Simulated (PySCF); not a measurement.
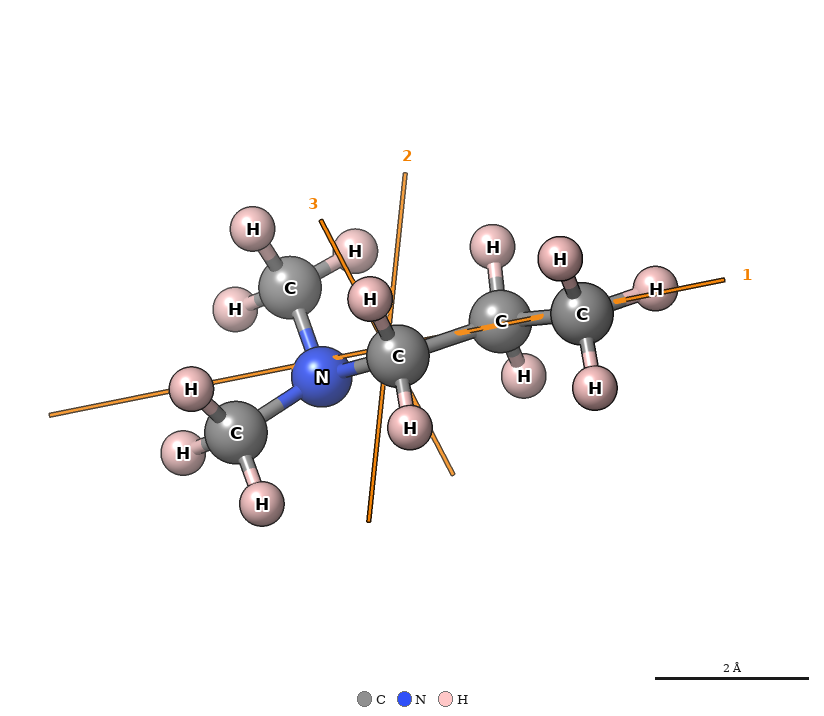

The three principal axes of inertia are drawn and numbered. Distant atoms are faded towards the background colour. The geometry was computed by an optimisation with PBE0-D3(BJ)/def2-SVP. No frequency run is at hand to confirm it as a minimum. Masses are those of the most abundant isotopes; constants are for the rigid equilibrium geometry.

### Which line is the a axis (least moment of inertia), which b and which c?

a is line 1, b is line 2, c is line 3; the moments are 69.2, 280, 325 u Å².

### Classify the rotor and give the rotational constants (GHz).

An asymmetric top (C1): A = 7.30, B = 1.81, C = 1.56 GHz. Ray's parameter κ is −0.91, close to the prolate limit.
